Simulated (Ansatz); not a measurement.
# MnPt2: from a guess to a relaxed structure, part 2 of 2

Where does this trial cell of MnPt2 go when cell and atoms are let free?

Ansatz 0.2.0; DFT PBE, scalar-relativistic, plane waves, PAW.

## 3. Final relaxation

input.yaml reads:

```yaml
crystal:
  lattice:
    - [2.85840437, 0.0, 0.0]
    - [-1.42920218, 2.4754508, 0.0]
    - [0.0, 0.0, 6.53250408]
  atoms:
    - { symbol: Mn, position: [0.0, 0.0, 0.0], spin: 4.13 }
    - { symbol: Pt, position: [0.33333333, 0.66666667, 0.68379402], spin: 0.38 }
    - { symbol: Pt, position: [0.66666667, 0.33333333, 0.31620598], spin: 0.38 }
basis:
  ecutwfc: 420
kpoints:
  mp_grid: { grid: [18, 18, 8] }
hamiltonian:
  xc: pbe
scf:
  occupations: { method: gaussian, width: 0.1 }
output:
  forces: true
  stress: true
  eigenvalues: true
  populations: true
  write_density: true
  write_potential: true
  elf: true
  volumetric_format: npy
magnetization:
  spin_polarized: true
relax:
  adjacent_minimum: "off"
  f_tol: 0.01
  max_steps: 80
  cell: { stress_tol: 0.05 }
```

Launch:

```sh
ansatz run input.yaml --threads 1 --pin off --max-ram 2560MiB --backend cpu --events-out ev --progress --plain --runs-dir out
```

Log:

```text
Warning: RAYON_NUM_THREADS=1 ignored (pool sized by the plan → 1); use --threads N
Engine: ansatz 0.2.0, x86_64-unknown-linux-gnu
Pseudopotentials: kind: paw
Pseudopotential: Mn, paw, valence charge 15, recommended cutoff 420 eV (normal), Mn.paw.azcp
Pseudopotential: Pt, paw, valence charge 18, recommended cutoff 420 eV (normal), Pt.paw.azcp
Functional definition: PBE
  parameter kappa = 0.804
  parameter beta = 0.06672455060314922
  exchange = pbe_x(kappa = kappa, mu = beta*pi^2/3)
  correlation = pbe_c(beta = beta)
Crystal: 3 atoms, lattice volume = 46.223 Å³
Basis set: ecut = 420 eV, 897 PW (Γ), exchange–correlation on 40×40×90 points (8 copies of the dense FFT grid, shifted against one another)
Bands: 34, of which v1, the nominal top of the filled ones, is band 26 counted from 1 (25 counted from 0)
Symmetry: 12 space group operations
Space group: P-3m1 (ITA 164), of the structure as read, at distance tolerance 3.6e-5 Å
Magnetic group: BNS 164.85 (UNI 1315), of the structure as read, at distance tolerance 3.6e-5 Å
k-points: 266 of 2592
Non-local potential: Mn, projectors of the file, l = 0: 3, l = 1: 2, l = 2: 3, l = 3: 1
Non-local potential: Pt, projectors of the file, l = 0: 3, l = 1: 2, l = 2: 2, l = 3: 1
PAW form: soft (Blöchl's): semilocal exchange-correlation on the pseudo side does not see the compensation charge
PAW one-centre angular grid: Mn, 590 points (default); XC on 64 Gauss nodes
PAW one-centre angular grid: Pt, 590 points (default); XC on 64 Gauss nodes
Initial density: superposition of atomic densities (chi_scale 0.1, normalization cell, long waves kept (reshape's long-wave potential 0.20 eV rms))
Starting moments: Σ|m| = 4.89 μB on 3 of 3 sites
Initial wavefunctions: pseudopotential atomic-orbital guess
Functional: x = pbe(κ = 0.804, μ = 0.2195149727645171), c = pbe(β = 0.06672455060314922)
SCF iter   1: F=—  HF=-28947.267817 eV  |F-HF|=—  |Δ(HF+E_count)|=         —  Δρ=9.36e-2 (↑8.21e-2 ↓9.36e-2)  dr2=4.25e1  dr2_m=6.61e-2  M=4.161 μB ∫|m|=4.199 μB  β_m=0.30  ethr=3.10e-3  ⟨swp⟩=5.6  Hψ=62153  notcnv=0  defer=45
Mixer restart at iter 1: flushing history
preconditioner: auto → Kerker (q_TF=auto, 2.773 Å⁻¹)  [metal: Δε(μ)=0.002 eV  Ē_g=8.943 eV  σ=0.100 eV  W_gap=0.01  n_scr=22 (ndim 8)  ℏωp=28.4 eV  f_vac=0.000  D(μ)=3.25/eV (n_scr^D=36)]
spin=Collinear: Kerker preconditioning applied to the charge; magnetization (m = ρ↑ − ρ↓) channel mixes plain (no charge-response kernel on spin).
SCF iter   2: F=—  HF=-28947.382131 eV  |F-HF|=—  |Δ(HF+E_count)|=   1.14e-1  Δρ=6.32e-2 (↑4.80e-2 ↓6.32e-2)  dr2=2.30e1  dr2_m=7.56e-2  M=4.119 μB ∫|m|=4.173 μB  β_m=0.55  ethr=3.10e-3  ⟨swp⟩=2.5  Hψ=32840  notcnv=0  defer=1398
SCF iter   3: F=—  HF=-28945.455391 eV  |F-HF|=—  |Δ(HF+E_count)|=    1.93e0  Δρ=1.69e-2 (↑1.56e-2 ↓1.69e-2)  dr2=3.00e0  dr2_m=3.86e-3  M=4.099 μB ∫|m|=4.192 μB  β_m=0.59  ethr=3.10e-3  ⟨swp⟩=2.9  Hψ=36626  notcnv=0  defer=1382
SCF iter   4: F=—  HF=-28944.958787 eV  |F-HF|=—  |Δ(HF+E_count)|=   4.97e-1  Δρ=1.92e-2 (↑1.92e-2 ↓1.87e-2)  dr2=5.25e-1  dr2_m=4.00e-3  M=4.144 μB ∫|m|=4.243 μB  β_m=0.72  ethr=3.10e-3  ⟨swp⟩=2.3  Hψ=25529  notcnv=0  defer=1280
SCF iter   5: F=—  HF=-28945.368699 eV  |F-HF|=—  |Δ(HF+E_count)|=   4.10e-1  Δρ=1.13e-2 (↑4.27e-3 ↓1.13e-2)  dr2=5.82e-2  dr2_m=1.97e-2  M=4.285 μB ∫|m|=4.376 μB  β_m=0.86  ethr=1.03e-3  ⟨swp⟩=2.4  Hψ=30646  notcnv=0  defer=1274
SCF iter   6: F=—  HF=-28945.439093 eV  |F-HF|=—  |Δ(HF+E_count)|=         —  Δρ=1.39e-2 (↑1.39e-2 ↓5.65e-3)  dr2=2.91e-2  dr2_m=3.80e-2  M=4.555 μB ∫|m|=4.648 μB  β_m=0.86  ethr=1.14e-4  ⟨swp⟩=2.2  Hψ=33581  notcnv=0  defer=1306
Mixer restart at iter 6: flushing history
SCF iter   7: F=—  HF=-28945.432088 eV  |F-HF|=—  |Δ(HF+E_count)|=   7.01e-3  Δρ=5.58e-3 (↑5.58e-3 ↓2.87e-3)  dr2=2.63e-2  dr2_m=9.89e-4  M=4.526 μB ∫|m|=4.624 μB  β_m=0.75  ethr=5.71e-5  ⟨swp⟩=2.0  Hψ=35601  notcnv=0  defer=1299
SCF iter   8: F=—  HF=-28945.427953 eV  |F-HF|=—  |Δ(HF+E_count)|=   4.13e-3  Δρ=2.90e-3 (↑2.90e-3 ↓1.21e-3)  dr2=1.36e-3  dr2_m=1.56e-3  M=4.561 μB ∫|m|=4.659 μB  β_m=0.81  ethr=5.16e-5  ⟨swp⟩=2.0  Hψ=30580  notcnv=0  defer=1294
SCF iter   9: F=—  HF=-28945.427172 eV  |F-HF|=—  |Δ(HF+E_count)|=   7.82e-4  Δρ=4.07e-4 (↑3.82e-4 ↓4.07e-4)  dr2=2.12e-4  dr2_m=4.51e-5  M=4.558 μB ∫|m|=4.658 μB  β_m=0.90  ethr=2.67e-6  ⟨swp⟩=2.0  Hψ=29082  notcnv=0  defer=1295
SCF iter  10: F=—  HF=-28945.427138 eV  |F-HF|=—  |Δ(HF+E_count)|=   3.33e-5  Δρ=2.56e-4 (↑2.56e-4 ↓1.97e-4)  dr2=8.59e-5  dr2_m=2.19e-6  M=4.559 μB ∫|m|=4.659 μB  β_m=0.95  ethr=4.16e-7  ⟨swp⟩=1.6  Hψ=21401  notcnv=0  defer=1295
SCF iter  11: F=—  HF=-28945.427148 eV  |F-HF|=—  |Δ(HF+E_count)|=   9.38e-6  Δρ=1.04e-4 (↑1.04e-4 ↓7.11e-5)  dr2=1.48e-5  dr2_m=3.74e-7  M=4.559 μB ∫|m|=4.658 μB  β_m=0.98  ethr=1.68e-7  ⟨swp⟩=1.5  Hψ=19692  notcnv=0  defer=1296
SCF iter  12: F=—  HF=-28945.427146 eV  |F-HF|=—  |Δ(HF+E_count)|=   1.23e-6  Δρ=1.96e-5 (↑1.34e-5 ↓1.96e-5)  dr2=8.64e-7  dr2_m=7.36e-9  M=4.558 μB ∫|m|=4.658 μB  β_m=0.99  ethr=2.90e-8  ⟨swp⟩=1.6  Hψ=20597  notcnv=0  defer=1296
SCF iter  13: F=—  HF=-28945.427147 eV  |F-HF|=—  |Δ(HF+E_count)|=   9.36e-8  Δρ=8.81e-6 (↑8.42e-6 ↓8.81e-6)  dr2=2.38e-7  dr2_m=9.49e-10  M=4.558 μB ∫|m|=4.658 μB  β_m=0.99  ethr=1.69e-9  ⟨swp⟩=1.4  Hψ=19112  notcnv=0  defer=1296
SCF iter  14: F=—  HF=-28945.427147 eV  |F-HF|=—  |Δ(HF+E_count)|=   1.38e-9  Δρ=1.58e-6 (↑1.58e-6 ↓9.28e-7)  dr2=4.63e-9  dr2_m=7.32e-11  M=4.558 μB ∫|m|=4.658 μB  β_m=1.00  ethr=4.66e-10  ⟨swp⟩=1.5  Hψ=19677  notcnv=0  defer=1296
SCF iter  15: F=-28945.427147 eV  HF=-28945.427147 eV  |F-HF|=3.53e-10  |Δ(HF+E_count)|=  7.28e-11  Δρ=4.26e-7 (↑2.74e-7 ↓4.26e-7)  dr2=4.24e-10  dr2_m=3.39e-12  M=4.558 μB ∫|m|=4.658 μB  ethr=9.08e-12  ⟨swp⟩=10.7  Hψ=109370  notcnv=0
SCF 1 converged in 15 iterations: F = -28945.427147 eV  dr2 = 4.24e-10
relax step   1: F+E_penalty+E_count = -28945.42714652 eV  Δ(F+E_penalty+E_count) = +0.000e0 eV  max|allowed force component| = 1.738e-2 eV/Å  Δτ_max = 0.0000 Å  P = -0.323 GPa  Ω = 46.223 Å³  (15 SCF iters, dr2 threshold 1.00e-7 eV, accepted)
[... 15 lines left out ...]
relax step   2: F+E_penalty+E_count = -28945.42856074 eV  Δ(F+E_penalty+E_count) = -1.414e-3 eV  max|allowed force component| = 1.797e-2 eV/Å  Δτ_max = 0.0005 Å  P = +0.507 GPa  Ω = 45.959 Å³  energy of the carried Pulay correction = +1.215e-4 eV  (8 SCF iters, dr2 threshold 3.00e-7 eV, accepted)
[... 13 lines left out ...]
relax step   3: F+E_penalty+E_count = -28945.42837162 eV  Δ(F+E_penalty+E_count) = +1.891e-4 eV  max|allowed force component| = 2.993e-2 eV/Å  Δτ_max = 0.0026 Å  P = -0.476 GPa  Ω = 46.192 Å³  energy of the carried Pulay correction = +1.429e-5 eV  (8 SCF iters, dr2 threshold 3.00e-7 eV, rejected (line search))
[... 16 lines left out ...]
relax step   4: F+E_penalty+E_count = -28945.42871977 eV  Δ(F+E_penalty+E_count) = -1.590e-4 eV  max|allowed force component| = 5.174e-4 eV/Å  Δτ_max = 0.0008 Å  P = -0.005 GPa  Ω = 46.086 Å³  energy of the carried Pulay correction = +6.291e-5 eV  (12 SCF iters, accepted)
[... 12 lines left out ...]
relax step   5: F+E_penalty+E_count = -28945.42865963 eV  Δ(F+E_penalty+E_count) = +6.014e-5 eV  max|allowed force component| = 5.259e-4 eV/Å  Δτ_max = 0.0000 Å  P = -0.004 GPa  Ω = 46.086 Å³  stress off target by 7.99e-3 GPa  SCF on the basis re-selected at this cell (its energy is not comparable with the rows above)  (8 SCF iters)
basis re-selected at this cell: Δ(F+E_penalty+E_count) = +6.014e-5 eV, ΔP = +0.001 GPa vs the last step (what re-selecting the basis moved, of the pressure what is left beyond the Pulay correction that the steps carried, after the strain that the cell walked since its last selection, with what the two solves' SCF thresholds leave and, on support functions, any second-order correction that the steps lacked; it is no measure of the basis error at this ecutwfc). This SCF's stress stands 7.99e-3 GPa from its target on what of the cell is left free (relax.cell.stress_tol is 5.00e-2 GPa) and its largest allowed force component is 5.26e-4 eV/Å (relax.f_tol is 1.00e-2 eV/Å): within both
SCF converged after 8 iterations
Magnetization: 4.5473 μB (27.7736 up, 23.2264 down)
Absolute magnetization: 4.6479 μB (∫|ρ↑−ρ↓|, with the PAW one-centre terms)
Spin contamination: 0.0937 ħ² per cell (⟨S²⟩ above its minimum at these occupations)
Per-site moments (μB) at R_I (Å): [(3.74141415919115, 1.0930344550229676), (0.3180394784546477, 1.0930344550229678), (0.3180394784546476, 1.0930344550229676)]
Free energy (F): -28945.428660 eV
Harris-Foulkes:  -28945.428660 eV  (|F-HF|=7.28e-12)
Internal energy: -28945.416007 eV  (E = F + TS)
E sigma→0 (E₀):  -28945.422333 eV
Entropy (-TS):   -0.012653 eV (-4.218 meV/atom)
Fermi energy:    19.804714 eV
--- Per-component energies (eV) ---
  E_band       = -543.649596
  E_kinetic    = 1575.791779
  E_local      = -4973.795587  (includes V_loc(G=0)·N_el)
  E_nonlocal   = 647.158797
  E_hartree    = 1918.751244
  E_xc         = -635.997807
  E_vxc        = -749.452224  (∫ρ·V_xc dr)
  E_paw        = -20211.561122  (= ΣΔE_a)
  E_vpaw       = -880.855178  (= ΣTr[D̂ρ^β])
  E_aug_tail   = 0.000372  (compensation charges beyond the density's cutoff)
  E_ewald      = -7265.763684
  E_smearing   = -0.012653  (= −TS)
  E_closure    = 0.000000  (closes the sum)
  Σ components = -28945.428660   (vs F -28945.428660, Δ=0.00e0)
--- Forces (eV/Å), atoms counted from 1 ---
  atom   1  Mn    -0.00000000    -0.00000000     0.00000000
  atom   2  Pt     0.00000000     0.00000000    -0.00052587
  atom   3  Pt    -0.00000000    -0.00000000     0.00052587
  max |Σ_I F_I| component: 9.25e-18 eV/Å
--- Stress (GPa, compression-positive) ---
       -0.001632       0.000000      -0.000000
        0.000000      -0.001632       0.000000
       -0.000000       0.000000      -0.007986
  P = ⅓ Tr σ = -0.0038 GPa (-0.038 kbar)
--- Band table (eV; the first three rows and the last of 532) ---
  k-point 0 ↑: bands = ["-78.5611", "-78.5534", "-61.2223", "-32.8859", "-32.7585", "-32.6688", "-32.6688", "-32.6509", "-32.6509", "-29.9188", "-29.9149", "-29.9149", "10.4790", "12.7723", "13.9140", "16.2232", "16.2232", "16.4499", "16.4499", "16.5810", "16.8262", "16.8262", "17.1433", "17.5899", "18.2195", "18.2195", "18.7599", "18.7599", "18.9980", "18.9980", "29.7199", "30.7313", "34.8413", "34.8997"]
[... 3 lines left out ...]
--- Relaxed structure (4 steps of the walk, 3 accepted, 1 SCFs on fresh bases) ---
  F+E_penalty+E_count = -28945.42865963 eV   max|allowed force component| = 5.259e-4 eV/Å   (the final SCF, on the basis selected at the relaxed cell)
  cell:  # Å, volume = 46.0861 Å³
    - [2.846050503239469, -2.874274951775669e-9, 6.135805611477834e-34]
    - [-1.4230252491305395, 2.464752037696004, -3.0679028003724566e-34]
    - [-4.674189978307089e-34, 2.804513986984254e-33, 6.569835276538567]
  atoms:
    - { symbol: Mn, position: [8.579911866816993e-35, -1.8369723060870617e-35, -5.5323459386470986e-21] }
    - { symbol: Pt, position: [0.33333333333333337, 0.6666666666666666, 0.683586858032265] }
    - { symbol: Pt, position: [0.6666666666666667, 0.3333333333333333, 0.3164131419677349] }
--- Löwdin populations: 3 sites ---
  site symbol       q [e]    m [muB]
     0     Mn     14.4769     3.9661
     1     Pt     18.0225     0.2985
     2     Pt     18.0225     0.2985
  spilling = 0.009375 (of n_electrons = 51.000000)
```

It took 3.5 min on 1 thread of Intel Xeon Platinum 8488C (Sapphire Rapids), shared host; peak memory 0.89 GiB.

Step by step:

| step | E - E(step 1) (eV/cell) | largest force component (eV/Å) | pressure (GPa) | volume (Å³) |
| --- | --- | --- | --- | --- |
| 1 | 0.0000 | 0.0174 | -0.32 | 46.22 |
| 2 | -0.0014 | 0.0180 | 0.51 | 45.96 |
| 3 | -0.0012 | 0.0299 | -0.48 | 46.19 |
| 4 | -0.0016 | 0.0005 | 0.00 | 46.09 |
| 5 | -0.0015 | 0.0005 | 0.00 | 46.09 |

Step 1 is the start. Step 5 repeats the geometry before it on a plane-wave basis chosen anew for that cell, so its energy need not be comparable with the rows above. Step 3 was tried and not accepted.

|  | before | after | change |
| --- | --- | --- | --- |
| a (Å) | 2.858 | 2.846 | -0.4 % |
| b (Å) | 2.858 | 2.846 | -0.4 % |
| c (Å) | 6.533 | 6.570 | +0.6 % |
| volume (Å³/atom) | 15.41 | 15.36 | -0.3 % |
| shortest distance (Å) | 2.644 | 2.650 | +0.2 % |
| space group (0.01 Å) | P-3m1 | P-3m1 | same |

Forces and stress were held to the start's 12 operations: a distortion of lower symmetry was not tested.

By site:

| atom | moment in the atom's sphere (μB) | Löwdin electrons |
| --- | --- | --- |
| Mn1 | 3.74 | 14.48 |
| Pt2 | 0.32 | 18.02 |
| Pt3 | 0.32 | 18.02 |

The Löwdin counts miss 0.48 of the 51 electrons, which the atomic orbitals do not span, so they are no charges.

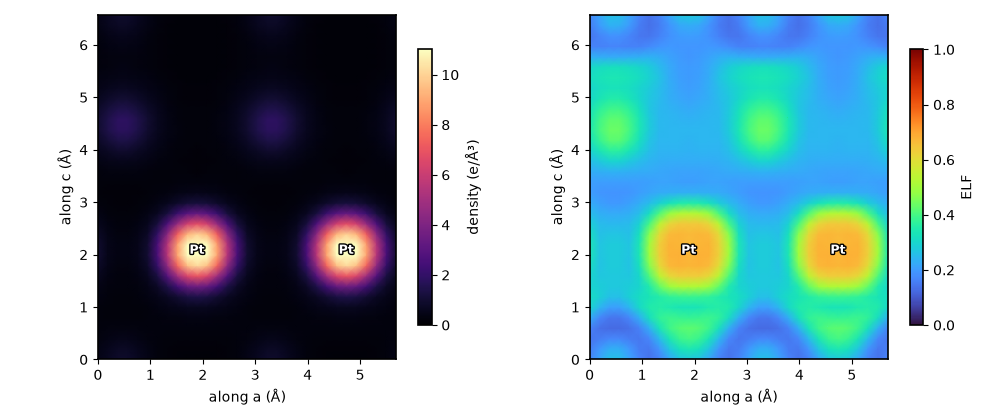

Density (left) and ELF (right) in a lattice plane of the grid's cell (edges 2.85 and 6.57 Å, at 0.333 of the third edge), which holds Pt. Only atoms in the plane are labelled. Both are smooth fields of the valence electrons: close to the nuclei they are not physical.

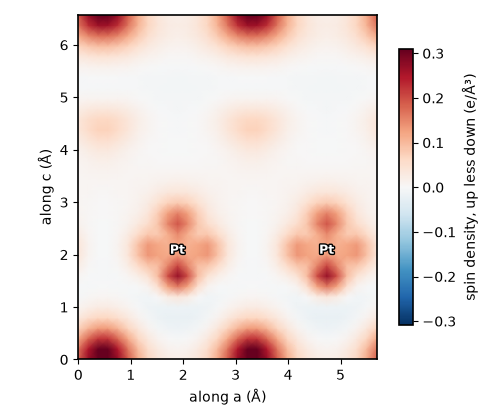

Spin density in a lattice plane of the grid's cell (edges 2.85 and 6.57 Å, at 0.333 of the third edge), which holds Pt.

## 4. Outcome

This closing draws on all 2 parts.

```
                              quantity                                                                       value
symmetry at the end (tolerance 0.05 Å)                                                 space group P-3m1 (No. 164)
                     conventional cell  a = 2.846 Å, b = 2.846 Å, c = 6.570 Å, α = 90.00°, β = 90.00°, γ = 120.00°
                                volume                                                               15.36 Å³/atom
              energy over the elements                                                               -0.18 eV/atom
                       gap on the mesh                                                                none (metal)
                          total moment                                                                4.55 μB/cell
```

What this shows: The space group P-3m1 (No. 164) is kept, at nearly the size of the first guess. It lies below the elements, which doesn't yet make it stable: competing phases were not computed in this session. No finished test with a distortion of lower symmetry is shown, so the end may be a saddle point. Spin-orbit coupling is left out for Pt. Other magnetic orders were not searched.
